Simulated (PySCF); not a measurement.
**PH2O2−: electronic excitations and core binding energies**

What electronic excitations and core binding energies should PH2O2− (`O=[PH2][O-]`) show?

Programs: PySCF 2.14.0, with density-fitted response routines of our own. Each step states its level of theory. These are calculated values for one molecule in the gas phase, unless marked as measured. Atoms are numbered from 0 throughout.

## Step 1: The starting structure

5 atoms, charge -1, multiplicity 1; geometry from: GFN2-xTB.

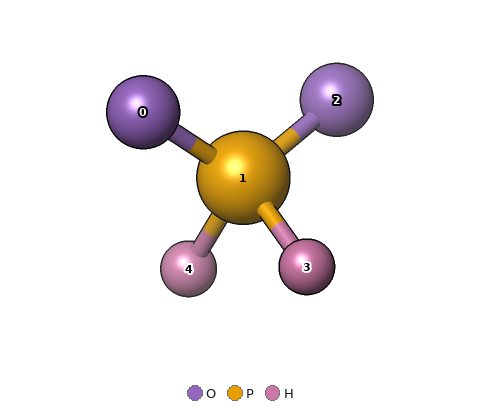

As it starts; oxygen purple, phosphorus amber, hydrogen pink, atoms numbered; sticks join atoms by distance.

## Step 2: Ultraviolet spectrum: CAM-B3LYP/def2-SVPD

What the job is given:

```
{"job": {"kind": "uv", "xc": "CAM-B3LYP", "basis": "def2-SVPD", "nstates": 8, "ntriplets": 3}, "charge": -1, "multiplicity": 1}
O     -0.748185     1.321988     0.003820
P      0.036893     0.069302    -0.005553
O      1.511459     0.161897    -0.059537
H     -0.358676    -0.759932     1.066346
H     -0.432869    -0.790402    -1.022261
```

With the program's defaults for keys left out, this is: TDDFT CAM-B3LYP/def2-SVPD, vertical, gas phase, core orbitals frozen in the response.

Standard output:

```text
coarse grid: 5040 points
cycle   1  E = -492.4790785871  dE =  6.018e-01  |g| = 1.175e+00  |ddm| = 2.552e+00
cycle   2  E = -491.9334879885  dE =  5.456e-01  |g| = 2.039e+00  |ddm| = 2.438e+00
cycle   3  E = -492.7641853238  dE = -8.307e-01  |g| = 3.989e-02  |ddm| = 1.596e+00
cycle   4  E = -492.7647219469  dE = -5.366e-04  |g| = 1.369e-02  |ddm| = 1.041e-01
cycle   5  E = -492.7647710921  dE = -4.915e-05  |g| = 2.865e-03  |ddm| = 2.453e-02
cycle   6  E = -492.7647741602  dE = -3.068e-06  |g| = 8.085e-04  |ddm| = 5.235e-03
final grid: 45088 points
cycle   7  E = -492.8376085879  dE = -3.431e-06  |g| = 1.563e-03  |ddm| = 1.278e-02
cycle   8  E = -492.8376081759  dE =  4.120e-07  |g| = 2.221e-03  |ddm| = 2.567e-03
cycle   9  E = -492.8376090717  dE = -8.958e-07  |g| = 1.235e-04  |ddm| = 1.436e-03
cycle  10  E = -492.8376090755  dE = -3.839e-09  |g| = 3.709e-05  |ddm| = 2.348e-04
cycle  11  E = -492.8376090759  dE = -4.152e-10  |g| = 1.453e-05  |ddm| = 7.016e-05
converged SCF energy = -492.8376090759

Static polarisability (au): isotropic 39.527, principal 36.651 40.203 41.727

Singlet excitations
state   eV       nm        f      main configurations
  1   6.3102    196.5   0.01986   H->L 0.96
  2   6.6456    186.6   0.05586   H-1->L 0.94
  3   6.9955    177.2   0.00000   H-2->L 0.69, H->L+2 0.24
  4   7.0175    176.7   0.04607   H->L+1 0.78, H->L+4 0.20
  5   7.3272    169.2   0.00055   H-3->L 0.73, H-1->L+2 0.23
  6   7.3618    168.4   0.00271   H-1->L+1 0.89
  7   7.4538    166.3   0.00000   H->L+2 0.57, H-2->L 0.25, H->L+5 0.12
  8   7.7328    160.3   0.00000   H-2->L+1 0.85

Triplet excitations (Tamm-Dancoff, eV): 6.0451 6.5365 6.6871
```

Wall time 2.8 s (1 thread, shared host).

Frontier orbitals and where they lie:

```tsv
orbital	eV	atoms
HOMO−3	-4.48	O0 37 %, O2 37 %, P1 18 %
HOMO−2	-4.19	O0 43 %, O2 43 %, P1 14 %
HOMO−1	-3.69	O2 45 %, O0 45 %, P1 8 %
HOMO	-3.49	O2 27 %, O0 27 %, P1 21 %
LUMO	6.01	P1 45 %, H3 17 %, H4 17 %
LUMO+1	6.98	O0 32 %, O2 32 %, P1 13 %
LUMO+2	7.28	O2 38 %, O0 38 %, H3 9 %
```

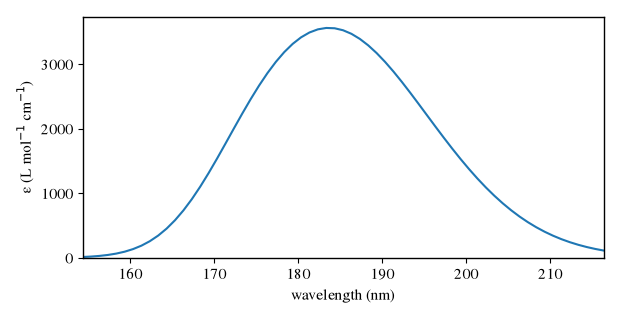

Absorption spectrum: each of the 8 states is a Gaussian band of 0.4 eV half-width at 1/e. Beyond the last state computed it falls off for lack of states.

Further results of this job:

```tsv
property	computed
polarisability (Å³)	5.86
HOMO–LUMO gap (eV)	9.49
−ε(HOMO) (eV)	3.49
```

## Step 3: Core-electron binding energies: SCAN, X2C

What the job is given:

```
{"job": {"kind": "xps"}, "charge": -1, "multiplicity": 1}
O     -0.748185     1.321988     0.003820
P      0.036893     0.069302    -0.005553
O      1.511459     0.161897    -0.059537
H     -0.358676    -0.759932     1.066346
H     -0.432869    -0.790402    -1.022261
```

With the program's defaults for keys left out, this is: delta-SCF UKS SCAN, pcX-2 on the ionised atom, pcseg-1 elsewhere, spin-free X2C.

Standard output:

```text
ground state, core basis on atom 0 (O), 87 functions
  cycle   1  E = -493.56760041  |g| = 1.27e+00
  cycle   2  E = -491.84985601  |g| = 3.03e+00
  cycle   3  E = -493.87434596  |g| = 1.84e-01
  cycle   4  E = -493.87806462  |g| = 1.62e-01
  cycle   5  E = -493.88230206  |g| = 7.50e-02
  cycle   6  E = -493.88335647  |g| = 1.49e-02
  cycle   7  E = -493.88340855  |g| = 2.39e-03
  cycle   8  E = -493.88341061  |g| = 3.08e-04
  E(ground) = -493.91162893 Eh
hole in O 1s of atom 0
  cycle   1  E = -473.55981158  |g| = 2.23e+00
  cycle   2  E = -473.00092913  |g| = 2.28e+00
  cycle   3  E = -474.23511443  |g| = 6.46e-01
  cycle   4  E = -474.20055205  |g| = 6.82e-01
  cycle   5  E = -474.38609844  |g| = 6.52e-02
  cycle   6  E = -474.38784131  |g| = 1.60e-02
  cycle   7  E = -474.38794450  |g| = 3.56e-03
  cycle   8  E = -474.38795073  |g| = 1.11e-03
  cycle   9  E = -474.38795086  |g| = 2.08e-04
  E(ion) = -474.41734192 Eh   <S^2> = 0.7627   hole on atom = 1.000   binding energy = 530.467 eV
ground state, core basis on atom 1 (P), 98 functions
  cycle   1  E = -493.99541796  |g| = 3.46e-01
  cycle   2  E = -493.99475443  |g| = 8.82e-02
  cycle   3  E = -493.99194790  |g| = 1.46e-01
  cycle   4  E = -493.99592128  |g| = 2.54e-02
  cycle   5  E = -493.99603389  |g| = 5.85e-03
  cycle   6  E = -493.99604195  |g| = 1.39e-03
  cycle   7  E = -493.99604116  |g| = 1.14e-04
  E(ground) = -493.99582827 Eh
hole in P 1s of atom 1
  cycle   1  E = -414.01516712  |g| = 4.72e+00
  cycle   2  E = -413.89949949  |g| = 2.44e+00
  cycle   3  E = -414.19577871  |g| = 1.48e+00
  cycle   4  E = -415.03581869  |g| = 4.72e-01
  cycle   5  E = -415.11202047  |g| = 1.39e-01
  cycle   6  E = -415.12133484  |g| = 2.22e-02
  cycle   7  E = -415.12155337  |g| = 6.32e-03
  cycle   8  E = -415.12155250  |g| = 6.51e-03
  cycle   9  E = -415.12156869  |g| = 1.32e-03
  cycle  10  E = -415.12156911  |g| = 5.52e-05
  E(ion) = -415.12357988 Eh   <S^2> = 0.7514   hole on atom = 1.000   binding energy = 2146.223 eV
hole in P 2p of atom 1
  cycle   1  E = -488.76105775  |g| = 1.40e+00
  cycle   2  E = -488.42870379  |g| = 1.50e+00
  cycle   3  E = -488.93380416  |g| = 6.86e-01
  cycle   4  E = -489.11145618  |g| = 1.50e-01
  cycle   5  E = -489.11985948  |g| = 3.80e-02
  cycle   6  E = -489.12049823  |g| = 1.01e-02
  cycle   7  E = -489.12045977  |g| = 1.44e-02
  cycle   8  E = -489.12054418  |g| = 1.43e-03
  cycle   9  E = -489.12054442  |g| = 3.15e-04
  E(ion) = -489.13110276 Eh   <S^2> = 0.7524   hole on atom = 1.002   binding energy = 132.376 eV
  2p3/2 = 132.125 eV   2p1/2 = 133.015 eV
```

Run time: 3.9 s. Hardware: 1 thread, shared host.

The holes in one table. −ε is the ground-state orbital energy:

```tsv
hole	stands for	environment	ΔSCF (eV; 2p as the shell's mean)	−ε (eV)	⟨S²⟩
O1s on O0	O0, O2	oxygen of a delocalised unit	530.47	509.0	0.763
P1s on P1	P1	phosphorus bonded to 2 O, 2 H	2146.22	2087.9	0.751
P2p on P1	P1	phosphorus bonded to 2 O, 2 H	132.42	120.6	0.752
```

Each hole run stands for the others of its class of like atoms.

With the spin-orbit splitting: P1 2p3/2 132.12, 2p1/2 133.02 eV. The table gives each 2p level as the mean over the whole 2p shell (two parts 2p3/2, one part 2p1/2), which differs a little from the single hole in the log.

## Step 4: Summary of results

| quantity | value |
| --- | --- |
| lowest singlet (CAM-B3LYP/def2-SVPD) | 6.31 eV (196 nm), f = 0.020 |
| brightest single state of those computed | state 2, 6.65 eV, f = 0.056 |
| lowest triplet | 6.05 eV |
| O1s binding energies, SCAN/pcX-2 | O0 530.47 eV |
| P1s binding energies, SCAN/pcX-2 | P1 2146.22 eV |
| P2p binding energies, SCAN/pcX-2 | P1 132.42 eV |

What this shows: The first singlet state (HOMO→LUMO 0.96) lies at 6.31 eV and is weak; of the 8 states computed, the strongest absorption comes from state 2 at 6.65 eV. The lowest triplet lies 0.27 eV below the lowest singlet (triplets in Tamm-Dancoff, singlets in full TDDFT). The lowest singlet lies above −ε(HOMO); no detachment energy was computed, so the anion's states may not be bound.
